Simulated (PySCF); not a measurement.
# BH2(CN): geometry, NMR shifts, electronic excitations, spin-spin couplings and core binding energies

Wanted: the NMR shifts, electronic excitations, spin-spin couplings and core binding energies of BH2(CN) (`[H]B([H])C#N`), by calculation.

Programs: PySCF 2.14.0, with density-fitted response routines of our own. Each step states its level of theory. These are calculated values for one molecule in the gas phase, unless marked as measured. Atoms are numbered from 0 throughout.

### 1 The molecule as given

5 atoms, charge 0, multiplicity 1; geometry from: GFN2-xTB.

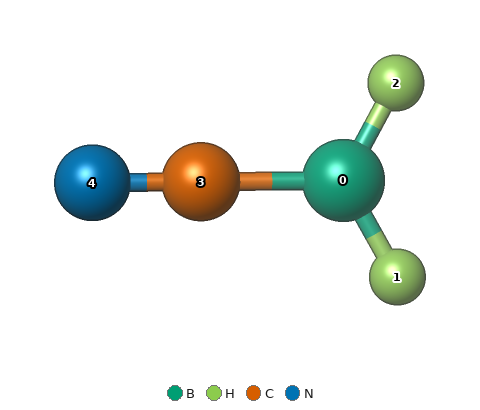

As it starts; boron teal, hydrogen green, carbon orange, nitrogen blue, atoms numbered.

### 2 Geometry optimisation at PBE0-D3(BJ)/def2-SVP

Job settings and geometry (Å):

```
{"job": {"xc": "PBE0", "basis": "def2-SVP", "d3": "d3bj", "grid": 1, "maxiter": 40, "kind": "geom"}, "charge": 0, "multiplicity": 1}
B      0.303740     0.527560     0.008500
H      1.468860     0.505990     0.058320
H     -0.298270     1.526000    -0.026970
C     -0.450670    -0.781610    -0.012050
N     -1.023660    -1.777940    -0.027800
```

Output:

```text
step   0  E = -118.62327530  max force = 0.027810
step   1  E = -118.62506883  max force = 0.000549
step   2  E = -118.62507127  max force = 0.000224
optimisation converged
```

Wall time 2.4 s (1 thread, shared host).

Along the way:

| step | energy from step 0 (eV) | largest force component (eV/Å) |
| --- | --- | --- |
| 0 | 0.0000 | 1.4300 |
| 1 | -0.0488 | 0.0282 |
| 2 | -0.0489 | 0.0115 |

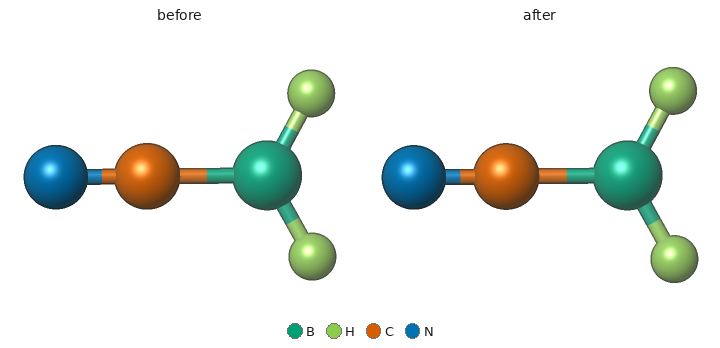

The geometry before (left) and after (right).

Close pairs (by a distance rule), those that changed most:

| bond | before (Å) | after (Å) | change (Å) |
| --- | --- | --- | --- |
| B0–H1 | 1.166 | 1.202 | +0.036 |
| B0–H2 | 1.166 | 1.202 | +0.036 |
| B0–C3 | 1.511 | 1.530 | +0.019 |
| C3–N4 | 1.149 | 1.162 | +0.013 |

The end geometry stands in the next job.

| at the end point | value |
| --- | --- |
| point group (found at 0.08 Å tolerance) | C2v |
| rotational constants (GHz, main isotopes) | 226.3, 9.525, 9.141 |
| dipole moment (D) | 2.57 |

### 3 Nuclear shieldings: PBE0/pcSseg-1

Job settings and geometry (Å):

```
{"job": {"kind": "nmr", "xc": "PBE0", "basis": "pcSseg-1"}, "charge": 0, "multiplicity": 1}
B      0.304840     0.530536     0.009493
H      1.505857     0.508787     0.060587
H     -0.316620     1.559081    -0.027248
C     -0.457697    -0.795377    -0.012828
N     -1.036379    -1.803027    -0.030004
```

Method: GIAO PBE0/pcSseg-1 NMR shielding, non-relativistic, gas phase.

Output:

```text
coarse grid: 4480 points
cycle   1  E = -118.6664475159  dE =  1.166e-01  |g| = 2.635e-01  |ddm| = 1.884e+00
cycle   2  E = -118.5863877336  dE =  8.006e-02  |g| = 6.493e-01  |ddm| = 5.509e-01
cycle   3  E = -118.6860368963  dE = -9.965e-02  |g| = 2.692e-02  |ddm| = 3.500e-01
cycle   4  E = -118.6861724009  dE = -1.355e-04  |g| = 1.648e-02  |ddm| = 3.515e-02
cycle   5  E = -118.6862391022  dE = -6.670e-05  |g| = 1.033e-03  |ddm| = 1.297e-02
cycle   6  E = -118.6862394739  dE = -3.717e-07  |g| = 2.554e-04  |ddm| = 1.431e-03
final grid: 44152 points
cycle   7  E = -118.7020635696  dE = -1.126e-05  |g| = 3.055e-03  |ddm| = 1.199e-02
cycle   8  E = -118.7020617342  dE =  1.835e-06  |g| = 4.367e-03  |ddm| = 5.504e-03
cycle   9  E = -118.7020653581  dE = -3.624e-06  |g| = 1.731e-03  |ddm| = 3.083e-03
cycle  10  E = -118.7020660567  dE = -6.986e-07  |g| = 9.689e-05  |ddm| = 9.911e-04
cycle  11  E = -118.7020660590  dE = -2.256e-09  |g| = 2.571e-05  |ddm| = 9.258e-05
cycle  12  E = -118.7020660592  dE = -2.299e-10  |g| = 5.175e-06  |ddm| = 2.590e-05
converged SCF energy = -118.7020660592

GIAO shielding tensors (ppm)
atom      isotropic    diamagn.    paramagn.     s11        s22        s33       span
  0 B       30.162     193.410    -163.247    -60.881     13.206    138.161    199.042
  1 H       24.539      27.802      -3.263     20.398     26.374     26.846      6.448
  2 H       24.539      27.801      -3.262     20.397     26.373     26.848      6.451
  3 C       51.940     260.690    -208.750    -70.276    -66.454    292.552    362.828
  4 N     -162.602     336.045    -498.647   -340.122   -244.871     97.186    437.308
```

It took 3.2 s on 1 thread, shared host.

Shifts follow as δ = σ(reference) − σ, with reference shieldings (ppm) from runs at the same level and on the same kind of geometry: 1H TMS 31.27, 13C TMS 184.4, 15N NH3 265.7, 11B BF3·OEt2 100.7. The references are single molecules in the gas phase, so shifts against H2O, NH3, PH3, H3PO4 or CFCl3 are not on the usual liquid scales and can be off by tens of ppm. Atoms listed in one row are averaged.

| atoms | environment | σ (ppm) | δ (ppm) |
| --- | --- | --- | --- |
| C3 | carbon bonded to B, N | 51.9 | 132.5 |
| H1, H2 | hydrogen on a boron bonded to C | 24.54 | 6.73 |
| B0 | boron bonded to C, 2 H | 30.2 | 70.6 |
| N4 | nitrogen bonded to C | -162.6 | 428.3 |

Charges from the same density, by scheme (e):

| atoms | Mulliken | IAO | Hirshfeld | ESP fit |
| --- | --- | --- | --- | --- |
| B0 | 0.21 | 0.05 | 0.21 | 0.37 |
| C3 | -0.07 | 0.03 | 0.01 | 0.18 |
| N4 | -0.20 | -0.16 | -0.17 | -0.35 |

ESP fit charges:

| atom | value (e) |
| --- | --- |
| B0 | 0.37 |
| H1 | -0.10 |
| H2 | -0.10 |
| C3 | 0.18 |
| N4 | -0.35 |

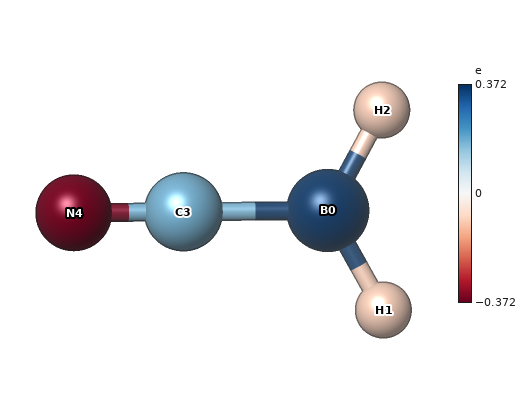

ESP fit charges, as colours on the atoms.

Mayer bond orders: B0–C3 0.99, C3–N4 2.87.

### 4 Ultraviolet spectrum: CAM-B3LYP/def2-SVPD

Job settings and geometry (Å):

```
{"job": {"kind": "uv", "xc": "CAM-B3LYP", "basis": "def2-SVPD", "ip": false, "nstates": 10}, "charge": 0, "multiplicity": 1}
B      0.304840     0.530536     0.009493
H      1.505857     0.508787     0.060587
H     -0.316620     1.559081    -0.027248
C     -0.457697    -0.795377    -0.012828
N     -1.036379    -1.803027    -0.030004
```

Level: TDDFT CAM-B3LYP/def2-SVPD, vertical, gas phase, core orbitals frozen in the response.

Output:

```text
coarse grid: 4480 points
cycle   1  E = -118.6611053462  dE =  1.116e-01  |g| = 3.358e-01  |ddm| = 2.656e+00
cycle   2  E = -118.6029925086  dE =  5.811e-02  |g| = 6.391e-01  |ddm| = 8.655e-01
cycle   3  E = -118.6951857515  dE = -9.219e-02  |g| = 2.560e-02  |ddm| = 5.480e-01
cycle   4  E = -118.6954206917  dE = -2.349e-04  |g| = 1.074e-02  |ddm| = 8.814e-02
cycle   5  E = -118.6954556937  dE = -3.500e-05  |g| = 1.990e-03  |ddm| = 1.756e-02
cycle   6  E = -118.6954571941  dE = -1.500e-06  |g| = 4.852e-04  |ddm| = 3.870e-03
final grid: 44152 points
cycle   7  E = -118.7165011250  dE = -9.280e-06  |g| = 1.136e-03  |ddm| = 2.322e-02
cycle   8  E = -118.7165014359  dE = -3.109e-07  |g| = 7.095e-04  |ddm| = 3.773e-03
cycle   9  E = -118.7165015761  dE = -1.402e-07  |g| = 7.824e-05  |ddm| = 9.216e-04
cycle  10  E = -118.7165015798  dE = -3.643e-09  |g| = 4.886e-05  |ddm| = 2.309e-04
cycle  11  E = -118.7165015803  dE = -5.581e-10  |g| = 3.775e-05  |ddm| = 6.618e-05
cycle  12  E = -118.7165015807  dE = -4.125e-10  |g| = 5.858e-06  |ddm| = 4.187e-05
converged SCF energy = -118.7165015807

Static polarisability (au): isotropic 30.571, principal 22.350 25.934 43.430

Singlet excitations
state   eV       nm        f      main configurations
  1   4.5399    273.1   0.00000   H->L 0.98
  2   6.1481    201.7   0.01337   H-2->L 0.92
  3   6.2787    197.5   0.06705   H-1->L 0.84, H->L+2 0.13
  4   6.4048    193.6   0.00000   H-3->L 0.96
  5   7.7202    160.6   0.00772   H-4->L 0.93
  6   8.2811    149.7   0.00000   H-1->L+2 0.95
  7   9.2584    133.9   0.00110   H->L+1 0.80, H-2->L+2 0.11
  8   9.3221    133.0   0.00706   H-2->L+2 0.84, H->L+1 0.10
  9   9.3639    132.4   0.48619   H->L+2 0.60, H-1->L+4 0.21, H-1->L 0.13
 10   9.7798    126.8   0.00000   H->L+4 0.89

Triplet excitations (Tamm-Dancoff, eV): 4.1104 4.5892 5.3120 5.7550
```

It took 2.8 s on 1 thread, shared host.

The orbitals next to the gap, with their largest atomic shares:

| orbital | eV | atoms |
| --- | --- | --- |
| HOMO−3 | -13.25 | B0 36 %, C3 20 %, H1 15 % |
| HOMO−2 | -12.37 | N4 73 %, C3 17 %, B0 7 % |
| HOMO−1 | -12.03 | N4 48 %, C3 44 %, B0 8 % |
| HOMO | -11.18 | N4 40 %, C3 29 %, B0 16 % |
| LUMO | -2.26 | B0 48 %, C3 20 %, N4 17 % |
| LUMO+1 | 0.99 | B0 75 %, C3 9 %, H1 7 % |
| LUMO+2 | 1.41 | N4 37 %, C3 33 %, B0 17 % |

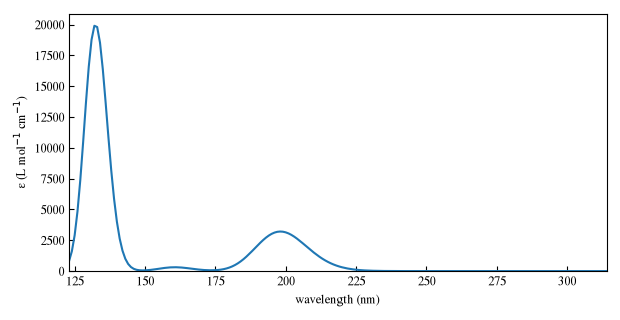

Absorption spectrum: each of the 10 states is a Gaussian band of 0.4 eV half-width at 1/e. Beyond the last state computed it falls off for lack of states.

Further results of this job:

| property | computed |
| --- | --- |
| dipole moment (D) | 2.83 |
| polarisability (Å³) | 4.53 |
| HOMO–LUMO gap (eV) | 8.93 |
| −ε(HOMO) (eV) | 11.18 |

### 5 J couplings: B3LYP/pcJ-1

Job settings and geometry (Å):

```
{"job": {"kind": "j", "xc": "B3LYP", "basis": "pcJ-1"}, "charge": 0, "multiplicity": 1}
B      0.304840     0.530536     0.009493
H      1.505857     0.508787     0.060587
H     -0.316620     1.559081    -0.027248
C     -0.457697    -0.795377    -0.012828
N     -1.036379    -1.803027    -0.030004
```

Method: B3LYP/pcJ-1 indirect spin-spin coupling, non-relativistic, gas phase.

Output:

```text
coarse grid: 4480 points
cycle   1  E = -118.8373590204  dE =  9.570e-02  |g| = 2.883e-01  |ddm| = 1.876e+00
cycle   2  E = -118.7314414371  dE =  1.059e-01  |g| = 7.341e-01  |ddm| = 6.247e-01
cycle   3  E = -118.8589970684  dE = -1.276e-01  |g| = 3.714e-02  |ddm| = 4.109e-01
cycle   4  E = -118.8592143827  dE = -2.173e-04  |g| = 2.185e-02  |ddm| = 4.430e-02
cycle   5  E = -118.8593282169  dE = -1.138e-04  |g| = 1.925e-03  |ddm| = 1.734e-02
cycle   6  E = -118.8593293094  dE = -1.093e-06  |g| = 5.938e-04  |ddm| = 2.307e-03
final grid: 44152 points
cycle   7  E = -118.8812484151  dE = -3.686e-05  |g| = 2.713e-03  |ddm| = 8.257e-03
cycle   8  E = -118.8812455097  dE =  2.905e-06  |g| = 4.361e-03  |ddm| = 4.647e-03
cycle   9  E = -118.8812493743  dE = -3.865e-06  |g| = 1.632e-03  |ddm| = 3.063e-03
cycle  10  E = -118.8812499263  dE = -5.520e-07  |g| = 3.177e-04  |ddm| = 9.991e-04
cycle  11  E = -118.8812499496  dE = -2.327e-08  |g| = 2.292e-05  |ddm| = 2.158e-04
cycle  12  E = -118.8812499497  dE = -1.245e-10  |g| = 6.940e-06  |ddm| = 2.305e-05
converged SCF energy = -118.8812499497

Indirect spin-spin couplings (Hz)
  i      j    bonds     total        FC       PSO       DSO        SD
  0 B    1 H    1    157.752   158.214    -1.383     0.229     0.693
  0 B    2 H    1    157.783   158.245    -1.383     0.228     0.693
  0 B    3 C    1     86.245    87.381    -1.629     0.157     0.337
  0 B    4 N    2     -0.698     0.318    -0.546     0.098    -0.568
  1 H    2 H    2     -1.881    -1.881     2.147    -2.317     0.170
  1 H    3 C    2      3.982     4.142    -0.028    -0.123    -0.009
  1 H    4 N    3     -1.725    -1.157    -0.596     0.189    -0.161
  2 H    3 C    2      3.991     4.150    -0.028    -0.123    -0.008
  2 H    4 N    3     -1.725    -1.158    -0.596     0.189    -0.160
  3 C    4 N    1    -17.151   -12.300     1.635     0.024    -6.511
```

Wall time 3.2 s (1 thread, shared host).

Couplings of 1 Hz or more, nine at most for each number of bonds, with means over like pairs (isotopes 11B, 13C, 1H, 15N):

| pair | bonds | J (Hz) | Fermi contact (Hz) |
| --- | --- | --- | --- |
| B0–H1 | 1 | 157.8 | 158.2 |
| B0–C3 | 1 | 86.2 | 87.4 |
| C3–N4 | 1 | -17.2 | -12.3 |
| H1–C3 | 2 | 4.0 | 4.1 |
| H1–H2 | 2 | -1.9 | -1.9 |
| H1–N4 | 3 | -1.7 | -1.2 |

Quadrupole couplings from the field gradients of the same density:

| atom | isotope | eQq/h (MHz) | η |
| --- | --- | --- | --- |
| B0 | 11B | 5.684 | 0.23 |
| N4 | 14N | -5.512 | 0.56 |

### 6 Shielding tensors: wB97X-D/pcSseg-1

Job settings and geometry (Å):

```
{"job": {"kind": "nmr", "xc": "wB97X-D", "basis": "pcSseg-1", "pop": false}, "charge": 0, "multiplicity": 1}
B      0.304840     0.530536     0.009493
H      1.505857     0.508787     0.060587
H     -0.316620     1.559081    -0.027248
C     -0.457697    -0.795377    -0.012828
N     -1.036379    -1.803027    -0.030004
```

Method: GIAO wB97X-D/pcSseg-1 NMR shielding, non-relativistic, gas phase.

Output:

```text
coarse grid: 4480 points
cycle   1  E = -118.7534479734  dE =  1.328e-01  |g| = 3.829e-01  |ddm| = 1.836e+00
cycle   2  E = -118.7043420841  dE =  4.911e-02  |g| = 6.474e-01  |ddm| = 6.048e-01
cycle   3  E = -118.7959353544  dE = -9.159e-02  |g| = 2.922e-02  |ddm| = 3.247e-01
cycle   4  E = -118.7962337161  dE = -2.984e-04  |g| = 1.110e-02  |ddm| = 4.310e-02
cycle   5  E = -118.7962714382  dE = -3.772e-05  |g| = 2.221e-03  |ddm| = 1.351e-02
cycle   6  E = -118.7962735672  dE = -2.129e-06  |g| = 5.317e-04  |ddm| = 3.341e-03
final grid: 44152 points
cycle   7  E = -118.8127970725  dE = -4.247e-05  |g| = 3.320e-03  |ddm| = 2.027e-02
cycle   8  E = -118.8127949823  dE =  2.090e-06  |g| = 4.990e-03  |ddm| = 5.337e-03
cycle   9  E = -118.8128001795  dE = -5.197e-06  |g| = 4.142e-04  |ddm| = 2.528e-03
cycle  10  E = -118.8128002465  dE = -6.697e-08  |g| = 1.101e-04  |ddm| = 7.975e-04
cycle  11  E = -118.8128002513  dE = -4.825e-09  |g| = 2.424e-05  |ddm| = 1.483e-04
cycle  12  E = -118.8128002517  dE = -3.720e-10  |g| = 6.260e-06  |ddm| = 6.517e-05
converged SCF energy = -118.8128002517

GIAO shielding tensors (ppm)
atom      isotropic    diamagn.    paramagn.     s11        s22        s33       span
  0 B       35.164     193.117    -157.953    -50.878     18.211    138.158    189.036
  1 H       24.847      27.985      -3.137     20.920     26.634     26.987      6.067
  2 H       24.845      27.981      -3.136     20.917     26.632     26.986      6.069
  3 C       53.839     261.080    -207.242    -69.055    -67.165    297.736    366.791
  4 N     -155.119     336.529    -491.648   -336.049   -245.516    116.209    452.258
```

Wall time 1.7 s (1 thread, shared host).

This run: δ C3 130.7, B0 66.4, N4 419.1, H1 6.53 ppm (means over like atoms).

### 7 Core-electron binding energies: SCAN, X2C

Job settings and geometry (Å):

```
{"job": {"kind": "xps", "metal_2p": true}, "charge": 0, "multiplicity": 1}
B      0.304840     0.530536     0.009493
H      1.505857     0.508787     0.060587
H     -0.316620     1.559081    -0.027248
C     -0.457697    -0.795377    -0.012828
N     -1.036379    -1.803027    -0.030004
```

With the program's defaults for keys left out, this is: delta-SCF UKS SCAN, pcX-2 on the ionised atom (unc-x2c-TZVPall on a metal), pcseg-1 elsewhere, spin-free X2C.

Output:

```text
ground state, core basis on atom 0 (B), 83 functions
  cycle   1  E = -118.82588170  |g| = 2.42e-01
  cycle   2  E = -118.72784952  |g| = 6.59e-01
  cycle   3  E = -118.84029473  |g| = 8.65e-02
  cycle   4  E = -118.84211620  |g| = 2.04e-02
  cycle   5  E = -118.84222983  |g| = 4.96e-03
  cycle   6  E = -118.84223766  |g| = 1.14e-03
  cycle   7  E = -118.84223783  |g| = 3.32e-04
  E(ground) = -118.84628325 Eh
hole in B 1s of atom 0
  cycle   1  E = -111.16337886  |g| = 1.14e+00
  cycle   2  E = -108.42078156  |g| = 2.19e+00
  cycle   3  E = -110.74445643  |g| = 1.24e+00
  cycle   4  E = -111.50587548  |g| = 2.84e-01
  cycle   5  E = -111.46354906  |g| = 3.79e-01
  cycle   6  E = -111.55587991  |g| = 3.38e-02
  cycle   7  E = -111.55675636  |g| = 2.45e-02
  cycle   8  E = -111.55747343  |g| = 1.22e-02
  cycle   9  E = -111.55774059  |g| = 1.02e-02
  cycle  10  E = -111.55785771  |g| = 6.31e-03
  cycle  11  E = -111.55788309  |g| = 1.97e-03
  cycle  12  E = -111.55788707  |g| = 5.43e-04
  cycle  13  E = -111.55788788  |g| = 2.80e-04
  E(ion) = -111.56253815 Eh   <S^2> = 0.9358   hole on atom = 1.000   binding energy = 198.201 eV
ground state, core basis on atom 3 (C), 83 functions
  cycle   1  E = -118.85488794  |g| = 5.95e-02
  cycle   2  E = -118.85398015  |g| = 6.49e-02
  cycle   3  E = -118.85390513  |g| = 6.78e-02
  cycle   4  E = -118.85500570  |g| = 2.56e-03
  cycle   5  E = -118.85500787  |g| = 5.66e-04
  cycle   6  E = -118.85500825  |g| = 9.05e-05
  E(ground) = -118.85909744 Eh
hole in C 1s of atom 3
  cycle   1  E = -107.56985946  |g| = 1.49e+00
  cycle   2  E = -106.63489069  |g| = 1.95e+00
  cycle   3  E = -107.59638742  |g| = 1.10e+00
  cycle   4  E = -108.05582843  |g| = 2.88e-01
  cycle   5  E = -108.09602377  |g| = 9.60e-02
  cycle   6  E = -108.10217245  |g| = 1.60e-02
  cycle   7  E = -108.10256201  |g| = 7.22e-03
  cycle   8  E = -108.10272228  |g| = 4.52e-03
  cycle   9  E = -108.10281548  |g| = 1.29e-03
  cycle  10  E = -108.10281909  |g| = 4.37e-04
  E(ion) = -108.10540200 Eh   <S^2> = 0.8288   hole on atom = 1.000   binding energy = 292.623 eV
ground state, core basis on atom 4 (N), 83 functions
  cycle   1  E = -118.86506207  |g| = 7.51e-02
  cycle   2  E = -118.86402287  |g| = 7.30e-02
  cycle   3  E = -118.86346725  |g| = 8.70e-02
  cycle   4  E = -118.86518669  |g| = 7.77e-03
  cycle   5  E = -118.86520477  |g| = 5.36e-04
  cycle   6  E = -118.86520535  |g| = 6.69e-05
  E(ground) = -118.86579102 Eh
hole in N 1s of atom 4
  cycle   1  E = -103.24657676  |g| = 1.84e+00
  cycle   2  E = -102.05209841  |g| = 2.26e+00
  cycle   3  E = -103.61532243  |g| = 8.75e-01
  cycle   4  E = -103.83462154  |g| = 4.82e-01
  cycle   5  E = -103.92672738  |g| = 1.36e-01
  cycle   6  E = -103.94083002  |g| = 2.07e-02
  cycle   7  E = -103.94145027  |g| = 9.91e-03
  cycle   8  E = -103.94168621  |g| = 6.19e-03
  cycle   9  E = -103.94177037  |g| = 2.46e-03
  cycle  10  E = -103.94177769  |g| = 3.36e-04
  E(ion) = -103.94249931 Eh   <S^2> = 0.8357   hole on atom = 1.000   binding energy = 406.083 eV
```

It took 4.8 s on 1 thread, shared host.

The holes in one table. −ε is the ground-state orbital energy:

| hole | stands for | environment | ΔSCF (eV) | −ε (eV) | ⟨S²⟩ |
| --- | --- | --- | --- | --- | --- |
| B1s on B0 | B0 | boron bonded to C, 2 H | 198.20 (doubtful) | 182.0 | 0.936 |
| C1s on C3 | C3 | carbon bonded to B, N | 292.62 | 274.7 | 0.829 |
| N1s on N4 | N4 | nitrogen bonded to C | 406.08 | 386.8 | 0.836 |

Doubtful: the ion did not converge, its hole moved, or its ⟨S²⟩ is well above 0.75.

### 8 Side by side: NMR shifts

Shifts (ppm), means over like atoms, with basis size and wall time:

| run | C3 | H1 | B0 | N4 | functions | time |
| --- | --- | --- | --- | --- | --- | --- |
| PBE0/pcSseg-1 | 132.5 | 6.73 | 70.6 | 428.3 | 61 | 3.2 s |
| wB97X-D/pcSseg-1 | 130.7 | 6.53 | 66.4 | 419.1 | 61 | 1.7 s |

### 9 What came out

```
                                                              quantity                        value
                                                           point group                          C2v
                                  rotational constants (main isotopes)       226.28, 9.53, 9.14 GHz
                                13C shifts against TMS (PBE0/pcSseg-1)                    132.5 ppm
1H shifts against TMS (PBE0/pcSseg-1, means over atoms taken as alike)                     6.73 ppm
                           11B shifts against BF3·OEt2 (PBE0/pcSseg-1)                     70.6 ppm
                                15N shifts against NH3 (PBE0/pcSseg-1)                    428.3 ppm
                                  lowest singlet (CAM-B3LYP/def2-SVPD)  4.54 eV (273 nm), f = 0.000
                              brightest single state of those computed  state 9, 9.36 eV, f = 0.486
                                                        lowest triplet                      4.11 eV
                           largest coupling of the table (B3LYP/pcJ-1)      1J(B,H) B0–H1, 157.8 Hz
                                      C1s binding energies, SCAN/pcX-2                 C3 292.62 eV
                                      N1s binding energies, SCAN/pcX-2                 N4 406.08 eV
                                              range of the shift of N4           419.1 to 428.3 ppm
```

The optimisation took 2 steps and gained 0.049 eV; among the close pairs (by a distance rule), B0–H1 changed most, from 1.166 to 1.202 Å. No frequency check was run at this level, so the end point may be a saddle. At PBE0/pcSseg-1: The largest span, 437 ppm, is at N4, where the paramagnetic term is -499 ppm. The first singlet state (HOMO→LUMO 0.98) lies at 4.54 eV and is dark; of the 10 states computed, the strongest absorption comes from state 9 at 9.36 eV. The lowest triplet lies 0.43 eV below the lowest singlet (triplets in Tamm-Dancoff, singlets in full TDDFT). In the run at B3LYP/pcJ-1, the largest coupling of the table is B0–H1 (mean over like pairs), 157.8 Hz, of which the Fermi-contact term gives 158.2 Hz. Across the 2 runs the shift of N4 moves most, between 419.1 (wB97X-D/pcSseg-1) and 428.3 ppm (PBE0/pcSseg-1).
